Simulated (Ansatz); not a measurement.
**C2H8GeOS: one species, many functionals**

Aim: compute C2H8GeOS with functionals from several rungs and with MP2. Orbital energies and run times are compared, and the correlation energy is taken apart.

Method: functionals in def2-TZVPP, the program's frozen cores in correlated methods; program: Ansatz 0.2.0, Gaussian basis.

Levels to be run: PBE-D4, r2SCAN-D4, PBE0-D4, B3LYP-D4, ωB97X-V, ωB97M-V, B2PLYP; MP2/def2-TZVPP; MP2/def2-QZVPP.

### 1 The geometry

An earlier PBE0-D4/def2-TZVP relaxation fixed the geometry.

SMILES `C[O][GeH]([CH3])[SH]`, 13 atoms, charge 0, spin multiplicity 1.

Atoms are counted from 1 here; the program's logs count them from 0.

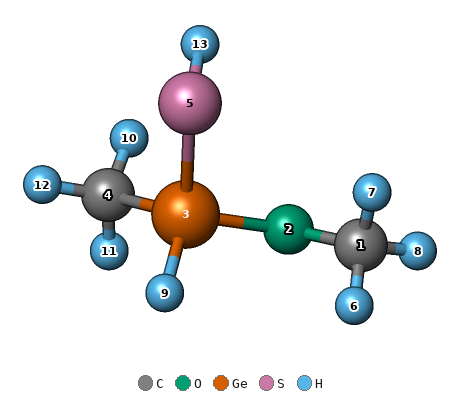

The geometry (carbon grey, oxygen teal, germanium orange, sulfur pink, hydrogen blue); atoms are numbered from 1 in the order of the file.

### 2 PBE-D4 (GGA)

Contents of in.yaml:

```yaml
crystal:
  periodic: [false, false, false]
  atoms:
    - {symbol: C, position_ang: [0.124899, -0.819026, -2.071818]}
    - {symbol: O, position_ang: [-0.099043, -0.924727, -0.686257]}
    - {symbol: Ge, position_ang: [0.431575, 0.393000, 0.382214]}
    - {symbol: C, position_ang: [-0.079382, -0.187325, 2.154601]}
    - {symbol: S, position_ang: [-0.544679, 2.302983, -0.216029]}
    - {symbol: H, position_ang: [1.195278, -0.771087, -2.312339]}
    - {symbol: H, position_ang: [-0.363204, 0.065322, -2.498833]}
    - {symbol: H, position_ang: [-0.291957, -1.708507, -2.549907]}
    - {symbol: H, position_ang: [1.935634, 0.652652, 0.163920]}
    - {symbol: H, position_ang: [-1.158502, -0.339555, 2.189206]}
    - {symbol: H, position_ang: [0.417478, -1.129966, 2.387373]}
    - {symbol: H, position_ang: [0.200960, 0.563997, 2.892727]}
    - {symbol: H, position_ang: [-1.769046, 1.902229, 0.165151]}
basis:
  gaussian: {orbitals: def2-TZVPP}
hamiltonian: {xc: pbe, dispersion: d4}
output: {forces: true, orbitals: {seedname: orbitals}}
```

Command:

```
$ ansatz run in.yaml --threads 2 --pin off --events-out ev --progress --plain --max-ram 22528MiB --backend cuda --devices 0, --max-vram 18GiB
```

The program printed (excerpt; [...] marks lines left out):

```text
Functional definition: PBE
  name "PBE"
  cite "Perdew, Burke & Ernzerhof, Phys. Rev. Lett. 77, 3865 (1996) doi:10.1103/PhysRevLett.77.3865"
  parent pbe
[...]
1625 factors; their error is unknown
[...]
mean field -71590.01992246 eV, -2630.8847066919 hartree, gradient 6.0e-5 eV, S^2 0.000000; 0 other end points of the search recorded, 0 dependent functions left out
[...]
reference -71590.01997004 eV, -2630.8847084407 hartree; 38, 38 occupied and 257, 257 virtual orbitals, 1625 factors
Total energy: -71590.31197568 eV, -2630.8954394501 hartree
Atom 0 at     0.124899    -0.819026    -2.071818 Å, force     0.051144     0.037445    -0.229881 eV/Å
Atom 1 at    -0.099043    -0.924727    -0.686257 Å, force    -0.271166    -0.512814     0.190631 eV/Å
Atom 2 at     0.431575     0.393000     0.382214 Å, force     0.161490     0.250715     0.217380 eV/Å
Atom 3 at    -0.079382    -0.187325     2.154601 Å, force    -0.012926    -0.042729     0.054109 eV/Å
Atom 4 at    -0.544679     2.302983    -0.216029 Å, force     0.118534     0.359239    -0.161970 eV/Å
Atom 5 at     1.195278    -0.771087    -2.312339 Å, force     0.232972     0.012795    -0.081816 eV/Å
Atom 6 at    -0.363204     0.065322    -2.498833 Å, force    -0.099676     0.189317    -0.116381 eV/Å
Atom 7 at    -0.291957    -1.708507    -2.549907 Å, force    -0.087868    -0.189154    -0.107706 eV/Å
Atom 8 at     1.935634     0.652652     0.163920 Å, force     0.187070     0.045380    -0.028434 eV/Å
Atom 9 at    -1.158502    -0.339555     2.189206 Å, force    -0.202949    -0.025938     0.005312 eV/Å
Atom 10 at     0.417478    -1.129966     2.387373 Å, force     0.093948    -0.178443     0.049863 eV/Å
Atom 11 at     0.200960     0.563997     2.892727 Å, force     0.054344     0.141459     0.130646 eV/Å
Atom 12 at    -1.769046     1.902229     0.165151 Å, force    -0.224917    -0.087272     0.078248 eV/Å
Dipole moment:     0.016208    -0.124960     0.172931 e Å
```

It took 7 s on 1 × H100 (card shared with other runs) with 2 threads of AMD EPYC 7R13, shared host; peak host memory 0.86 GiB.

HOMO -6.13 eV, LUMO -0.45 eV.

### 3 r2SCAN-D4 (meta-GGA)

Changes to in.yaml since step 2:

```diff
@@ -18,3 +18,3 @@
   gaussian: {orbitals: def2-TZVPP}
-hamiltonian: {xc: pbe, dispersion: d4}
+hamiltonian: {xc: r2scan, dispersion: d4}
 output: {forces: true, orbitals: {seedname: orbitals}}
```

Launched as before.

The program printed (excerpt; [...] marks lines left out):

```text
Functional definition: r2SCAN
  name "r2SCAN"
  cite "Furness, Kaplan, Ning, Perdew & Sun, J. Phys. Chem. Lett. 11, 8208 (2020) doi:10.1021/acs.jpclett.0c02405"
  cite "Furness, Kaplan, Ning, Perdew & Sun, J. Phys. Chem. Lett. 11, 9248 (2020) doi:10.1021/acs.jpclett.0c03077"
  parent r2scan
[...]
1625 factors; their error is unknown
[...]
mean field -71605.35306754 eV, -2631.4481893807 hartree, gradient 4.8e-5 eV, S^2 0.000000; 0 other end points of the search recorded, 0 dependent functions left out
[...]
reference -71605.35308090 eV, -2631.4481898717 hartree; 38, 38 occupied and 257, 257 virtual orbitals, 1625 factors
Total energy: -71605.42761147 eV, -2631.4509288193 hartree
Atom 0 at     0.124899    -0.819026    -2.071818 Å, force     0.053595     0.027309    -0.324045 eV/Å
Atom 1 at    -0.099043    -0.924727    -0.686257 Å, force    -0.094625    -0.118689     0.286897 eV/Å
[...]
Atom 3 at    -0.079382    -0.187325     2.154601 Å, force    -0.005162    -0.024072     0.023685 eV/Å
Atom 4 at    -0.544679     2.302983    -0.216029 Å, force    -0.005267     0.071799    -0.020178 eV/Å
Atom 5 at     1.195278    -0.771087    -2.312339 Å, force     0.001931     0.002443     0.000135 eV/Å
Atom 6 at    -0.363204     0.065322    -2.498833 Å, force     0.001873    -0.007007     0.001184 eV/Å
Atom 7 at    -0.291957    -1.708507    -2.549907 Å, force     0.005322     0.011583     0.012905 eV/Å
Atom 8 at     1.935634     0.652652     0.163920 Å, force    -0.036566    -0.005414     0.003255 eV/Å
Atom 9 at    -1.158502    -0.339555     2.189206 Å, force     0.021849     0.004373    -0.002914 eV/Å
Atom 10 at     0.417478    -1.129966     2.387373 Å, force    -0.011420     0.019199    -0.002930 eV/Å
Atom 11 at     0.200960     0.563997     2.892727 Å, force    -0.008175    -0.021914    -0.017924 eV/Å
Atom 12 at    -1.769046     1.902229     0.165151 Å, force    -0.004583    -0.016654     0.007207 eV/Å
Dipole moment:     0.017652    -0.129622     0.176474 e Å
```

Wall time 7 s (1 × H100 (card shared with other runs) with 2 threads of AMD EPYC 7R13, shared host); peak host memory 0.88 GiB.

HOMO -6.43 eV, LUMO -0.14 eV.

### 4 PBE0-D4 (hybrid)

Changes to in.yaml since step 3:

```diff
@@ -18,3 +18,3 @@
   gaussian: {orbitals: def2-TZVPP}
-hamiltonian: {xc: r2scan, dispersion: d4}
-output: {forces: true, orbitals: {seedname: orbitals}}
+hamiltonian: {xc: pbe0, dispersion: d4}
+output: {orbitals: {seedname: orbitals}}
```

Launched as before.

The program printed:

```text
Functional definition: PBE0
  name "PBE0"
  cite "Adamo & Barone, J. Chem. Phys. 110, 6158 (1999) doi:10.1063/1.478522"
  cite "Perdew, Burke & Ernzerhof, Phys. Rev. Lett. 77, 3865 (1996) doi:10.1103/PhysRevLett.77.3865"
  parent pbe
  parameter a = 0.25
  parameter kappa = 0.804
  parameter beta = 0.06672455060314922
  exchange = (1 - a)*pbe_x(kappa = kappa, mu = beta*pi^2/3) + a*exact_x
  correlation = pbe_c(beta = beta)
1699 factors; their error is unknown
mean field evaluation 1: about -71582.8369 eV, gradient 7.0e1 eV
mean field evaluation 2: about -71571.6438 eV, gradient 1.0e2 eV
mean field evaluation 4: about -71592.5460 eV, gradient 4.8e0 eV
mean field evaluation 8: about -71592.8576 eV, gradient 4.3e-1 eV
mean field evaluation 16: about -71592.8578 eV, gradient 7.4e-5 eV
mean field -71592.85780514 eV, -2630.9889969569 hartree, gradient 7.4e-5 eV, S^2 0.000000; 0 other end points of the search recorded, 0 dependent functions left out
reference -71592.85784020 eV, -2630.9889982452 hartree; 38, 38 occupied and 257, 257 virtual orbitals, 1699 factors
Total energy: -71593.10789247 eV, -2630.9981874969 hartree
```

Run time: 8 s. Hardware: 1 × H100 (card shared with other runs) with 2 threads of AMD EPYC 7R13, shared host; peak host memory 0.87 GiB.

HOMO -7.41 eV, LUMO 0.54 eV.

### 5 B3LYP-D4 (hybrid)

B3LYP here takes the VWN-RPA correlation.

Changes to in.yaml since step 4:

```diff
@@ -18,3 +18,3 @@
   gaussian: {orbitals: def2-TZVPP}
-hamiltonian: {xc: pbe0, dispersion: d4}
-output: {orbitals: {seedname: orbitals}}
+hamiltonian: {xc: {name: B3LYP}, dispersion: d4}
+output: {forces: true, orbitals: {seedname: orbitals}}
```

Same command.

The program printed (excerpt; [...] marks lines left out):

```text
Functional definition: B3LYP
  name "B3LYP"
  cite "Stephens, Devlin, Chabalowski & Frisch, J. Phys. Chem. 98, 11623 (1994) doi:10.1021/j100096a001"
  cite "Becke, Phys. Rev. A 38, 3098 (1988) doi:10.1103/PhysRevA.38.3098"
  cite "Lee, Yang & Parr, Phys. Rev. B 37, 785 (1988) doi:10.1103/PhysRevB.37.785"
  cite "Vosko, Wilk & Nusair, Can. J. Phys. 58, 1200 (1980) doi:10.1139/p80-159"
[...]
1668 factors; their error is unknown
[...]
mean field -71610.62026745 eV, -2631.6417554070 hartree, gradient 2.0e-5 eV, S^2 0.000000; 0 other end points of the search recorded, 0 dependent functions left out
[...]
reference -71610.62058049 eV, -2631.6417669111 hartree; 38, 38 occupied and 257, 257 virtual orbitals, 1668 factors
Total energy: -71611.08953803 eV, -2631.6590007826 hartree
Atom 0 at     0.124899    -0.819026    -2.071818 Å, force     0.020078    -0.031943    -0.384943 eV/Å
[...]
Atom 3 at    -0.079382    -0.187325     2.154601 Å, force    -0.056878    -0.082097     0.225522 eV/Å
Atom 4 at    -0.544679     2.302983    -0.216029 Å, force    -0.123876     0.209416    -0.058455 eV/Å
Atom 5 at     1.195278    -0.771087    -2.312339 Å, force    -0.050625    -0.001346     0.006281 eV/Å
Atom 6 at    -0.363204     0.065322    -2.498833 Å, force     0.030141    -0.057179     0.015381 eV/Å
Atom 7 at    -0.291957    -1.708507    -2.549907 Å, force     0.026127     0.049555     0.012752 eV/Å
Atom 8 at     1.935634     0.652652     0.163920 Å, force     0.016220    -0.005429    -0.001921 eV/Å
Atom 9 at    -1.158502    -0.339555     2.189206 Å, force     0.061059     0.008269     0.004797 eV/Å
Atom 10 at     0.417478    -1.129966     2.387373 Å, force    -0.031880     0.051984     0.000445 eV/Å
Atom 11 at     0.200960     0.563997     2.892727 Å, force    -0.019073    -0.049771    -0.032544 eV/Å
Atom 12 at    -1.769046     1.902229     0.165151 Å, force    -0.005207     0.021664    -0.008227 eV/Å
Dipole moment:     0.029732    -0.110985     0.166470 e Å
```

Wall time 9 s (1 × H100 (card shared with other runs) with 2 threads of AMD EPYC 7R13, shared host); peak host memory 0.94 GiB.

HOMO -7.14 eV, LUMO 0.24 eV.

### 6 ωB97X-V (range-separated)

Changes to in.yaml since step 5:

```diff
@@ -18,3 +18,3 @@
   gaussian: {orbitals: def2-TZVPP}
-hamiltonian: {xc: {name: B3LYP}, dispersion: d4}
-output: {forces: true, orbitals: {seedname: orbitals}}
+hamiltonian: {xc: {name: wB97X-V}}
+output: {orbitals: {seedname: orbitals}}
```

Launched as before.

The program printed (excerpt; [...] marks lines left out):

```text
Functional definition: wB97X-V
  name "wB97X-V"
  cite "Mardirossian & Head-Gordon, Phys. Chem. Chem. Phys. 16, 9904 (2014) doi:10.1039/C3CP54374A"
  cite "Becke, J. Chem. Phys. 107, 8554 (1997) doi:10.1063/1.475007"
  cite "Vydrov & Van Voorhis, J. Chem. Phys. 133, 244103 (2010) doi:10.1063/1.3521275"
[...]
      + integral(e_c_pw_opposite_spin*poly(b97_u_opposite, cos0, cos1)) + vv10(b, c)
1663 factors; their error is unknown
376 factors; integrals over basis functions are off by at most 1.1e-5 eV
[...]
mean field -71600.63590107 eV, -2631.2748367103 hartree, gradient 1.6e-5 eV, S^2 0.000000; 0 other end points of the search recorded, 0 dependent functions left out
reference -71600.63589884 eV, -2631.2748366284 hartree; 38, 38 occupied and 257, 257 virtual orbitals, 1663 factors
Total energy: -71600.63589884 eV, -2631.2748366284 hartree
```

Run time: 12 s. Hardware: 1 × H100 (card shared with other runs) with 2 threads of AMD EPYC 7R13, shared host; peak host memory 0.93 GiB.

HOMO -9.80 eV, LUMO 2.65 eV.

### 7 ωB97M-V (range-separated)

Changes to in.yaml since step 6:

```diff
@@ -18,3 +18,3 @@
   gaussian: {orbitals: def2-TZVPP}
-hamiltonian: {xc: {name: wB97X-V}}
-output: {orbitals: {seedname: orbitals}}
+hamiltonian: {xc: {name: wB97M-V}}
+output: {forces: true, orbitals: {seedname: orbitals}}
```

Same command.

The program printed (excerpt; [...] marks lines left out):

```text
Functional definition: wB97M-V
  name "wB97M-V"
  cite "Mardirossian & Head-Gordon, J. Chem. Phys. 144, 214110 (2016) doi:10.1063/1.4952647"
  cite "Becke, J. Chem. Phys. 107, 8554 (1997) doi:10.1063/1.475007"
  cite "Vydrov & Van Voorhis, J. Chem. Phys. 133, 244103 (2010) doi:10.1063/1.3521275"
  # Of w^i u^j: cxij and so on, Table III.
[...]
  gx(w, u) = 1 - cx + cx01*u + cx10*w
  gss(w, u) = css00 + css04*u^4 + css10*w + css20*w^2 + css43*w^4*u^3
  gos(w, u) = cos00 + cos10*w + (cos20 + cos21*u)*w^2 + (cos60 + cos61*u)*w^6
[...]
      + integral(e_c_pw_mod_opposite_spin*gos(b97_w_opposite, b97_u_opposite)) + vv10(b, c)
1660 factors; their error is unknown
376 factors; integrals over basis functions are off by at most 1.1e-5 eV
[...]
Atom 3 at    -0.079382    -0.187325     2.154601 Å, force    -0.000344    -0.008032     0.012737 eV/Å
Atom 4 at    -0.544679     2.302983    -0.216029 Å, force    -0.075085    -0.047135     0.025247 eV/Å
Atom 5 at     1.195278    -0.771087    -2.312339 Å, force    -0.084886    -0.001671     0.027488 eV/Å
Atom 6 at    -0.363204     0.065322    -2.498833 Å, force     0.039304    -0.074255     0.037302 eV/Å
Atom 7 at    -0.291957    -1.708507    -2.549907 Å, force     0.042889     0.086537     0.029647 eV/Å
Atom 8 at     1.935634     0.652652     0.163920 Å, force    -0.107526    -0.028048     0.010078 eV/Å
Atom 9 at    -1.158502    -0.339555     2.189206 Å, force     0.077721     0.011903    -0.000869 eV/Å
Atom 10 at     0.417478    -1.129966     2.387373 Å, force    -0.042421     0.074960    -0.011238 eV/Å
Atom 11 at     0.200960     0.563997     2.892727 Å, force    -0.024193    -0.060210    -0.044797 eV/Å
Atom 12 at    -1.769046     1.902229     0.165151 Å, force     0.078542     0.019238    -0.022489 eV/Å
Dipole moment:     0.033581    -0.106165     0.167599 e Å
```

Wall time 13 s (1 × H100 (card shared with other runs) with 2 threads of AMD EPYC 7R13, shared host); peak host memory 0.99 GiB.

HOMO -9.63 eV, LUMO 2.32 eV.

### 8 B2PLYP (double hybrid)

Changes to in.yaml since step 7:

```diff
@@ -18,3 +18,2 @@
   gaussian: {orbitals: def2-TZVPP}
-hamiltonian: {xc: {name: wB97M-V}}
-output: {forces: true, orbitals: {seedname: orbitals}}
+hamiltonian: {xc: {name: B2PLYP}}
```

Same command.

The program printed (excerpt; [...] marks lines left out):

```text
Functional definition: B2PLYP
  name "B2PLYP"
  cite "Grimme, J. Chem. Phys. 124, 034108 (2006) doi:10.1063/1.2148954"
  cite "Becke, Phys. Rev. A 38, 3098 (1988) doi:10.1103/PhysRevA.38.3098"
  cite "Lee, Yang & Parr, Phys. Rev. B 37, 785 (1988) doi:10.1103/PhysRevB.37.785"
[...]
1743 factors; integrals over basis functions are off by at most 1.2e-3 eV
[...]
mean field -71582.57724445 eV, -2630.6111933200 hartree, gradient 9.4e-6 eV, S^2 0.000000; 0 other end points of the search recorded, 0 dependent functions left out
17 core orbitals not correlated: weight in the atoms' cores, before any rotation towards them, 1.000 or more for the frozen orbitals, at most 0.000 for the correlated occupied ones
reference -71582.57744157 eV, -2630.6112005640 hartree; 21, 21 occupied and 257, 257 virtual orbitals, 1743 factors
second order -34.02399510 eV of doubles, -0.00000000 eV of singles
Total energy: -71591.76392025 eV, -2630.9487974286 hartree
```

It took 6 s on 1 × H100 (card shared with other runs) with 2 threads of AMD EPYC 7R13, shared host; peak host memory 1.3 GiB.

### 9 Frontier levels by functional

Dipoles come from the runs that computed forces. Levels are read from the orbital files that the runs wrote:

```tsv
functional	HOMO (eV)	LUMO (eV)	gap (eV)	dipole (D)	time
PBE-D4	-6.13	-0.45	5.68	1.03	7 s
r2SCAN-D4	-6.43	-0.14	6.28	1.06	7 s
PBE0-D4	-7.41	0.54	7.95		8 s
B3LYP-D4	-7.14	0.24	7.39	0.97	9 s
ωB97X-V	-9.80	2.65	12.45		12 s
ωB97M-V	-9.63	2.32	11.96	0.97	13 s
```

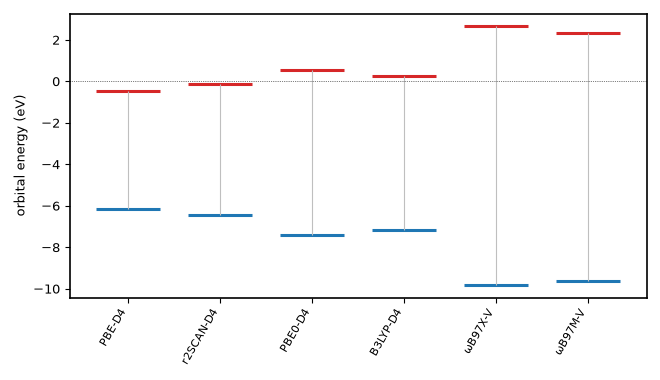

Highest occupied (blue) and lowest empty (red) level by functional.

### 10 MP2 in def2-TZVPP

Changes to in.yaml since step 8:

```diff
@@ -18,2 +18,2 @@
   gaussian: {orbitals: def2-TZVPP}
-hamiltonian: {xc: {name: B2PLYP}}
+correlation: {method: mp2}
```

Same command.

The program printed:

```text
Functional definition: HF
  name "HF"
  cite "Fock, Z. Phys. 61, 126 (1930) doi:10.1007/BF01340294"
  parent pbe
  exchange = exact_x
  correlation = 0
1743 factors; integrals over basis functions are off by at most 1.2e-3 eV
mean field evaluation 1: about -71514.9948 eV, gradient 4.1e1 eV
mean field evaluation 2: about -71515.2383 eV, gradient 4.1e1 eV
mean field evaluation 4: about -71519.1244 eV, gradient 5.2e0 eV
mean field evaluation 8: about -71519.2083 eV, gradient 3.1e-1 eV
mean field evaluation 16: about -71519.2089 eV, gradient 1.8e-6 eV
mean field -71519.20891661 eV, -2628.2824502246 hartree, gradient 1.8e-6 eV, S^2 0.000000; 0 other end points of the search recorded, 0 dependent functions left out
17 core orbitals not correlated: weight in the atoms' cores, before any rotation towards them, 1.000 or more for the frozen orbitals, at most 0.000 for the correlated occupied ones
reference -71519.20891661 eV, -2628.2824502246 hartree; 21, 21 occupied and 257, 257 virtual orbitals, 1743 factors
second order -27.99963592 eV of doubles, -0.00000000 eV of singles
Total energy: -71547.20855254 eV, -2629.3114178660 hartree
```

Wall time 2.1 s (1 × H100 (card shared with other runs) with 2 threads of AMD EPYC 7R13, shared host); peak host memory 0.84 GiB.

### 11 MP2 in def2-QZVPP

Changes to in.yaml since step 10:

```diff
@@ -17,3 +17,3 @@
 basis:
-  gaussian: {orbitals: def2-TZVPP}
+  gaussian: {orbitals: "def2-QZVPP.json"}
 correlation: {method: mp2}
```

The command is unchanged.

The program printed:

```text
Functional definition: HF
  name "HF"
  cite "Fock, Z. Phys. 61, 126 (1930) doi:10.1007/BF01340294"
  parent pbe
  exchange = exact_x
  correlation = 0
3464 factors; integrals over basis functions are off by at most 8.3e-4 eV
mean field evaluation 1: about -71516.3555 eV, gradient 4.3e1 eV
mean field evaluation 2: about -71516.5160 eV, gradient 4.3e1 eV
mean field evaluation 4: about -71520.7694 eV, gradient 5.5e0 eV
mean field evaluation 8: about -71520.8581 eV, gradient 3.4e-1 eV
mean field evaluation 16: about -71520.8593 eV, gradient 2.3e-6 eV
mean field -71520.85928901 eV, -2628.3431002917 hartree, gradient 2.3e-6 eV, S^2 0.000000; 0 other end points of the search recorded, 0 dependent functions left out
17 core orbitals not correlated: weight in the atoms' cores, before any rotation towards them, 1.000 or more for the frozen orbitals, at most 0.000 for the correlated occupied ones
reference -71520.85928901 eV, -2628.3431002917 hartree; 21, 21 occupied and 532, 532 virtual orbitals, 3464 factors
second order -36.72891972 eV of doubles, -0.00000000 eV of singles
Total energy: -71557.58820873 eV, -2629.6928631955 hartree
```

Run time: 5.5 s. Hardware: 1 × H100 (card shared with other runs) with 2 threads of AMD EPYC 7R13, shared host; peak host memory 1.2 GiB.

Energy pieces by basis (eV):

```tsv
basis	HF	MP2 correlation	total
def2-TZVPP	-71519.2089	-27.9996	-71547.2086
def2-QZVPP	-71520.8593	-36.7289	-71557.5882
```

### 12 Results

| quantity | value |
| --- | --- |
| gap, smallest and largest | 5.68 eV (PBE-D4), 12.45 eV (ωB97X-V) |

Orbital gaps span 5.7 to 12.4 eV; exact exchange widens them. Correlated methods include outer-core shells of Ge, which these sets cover unevenly.
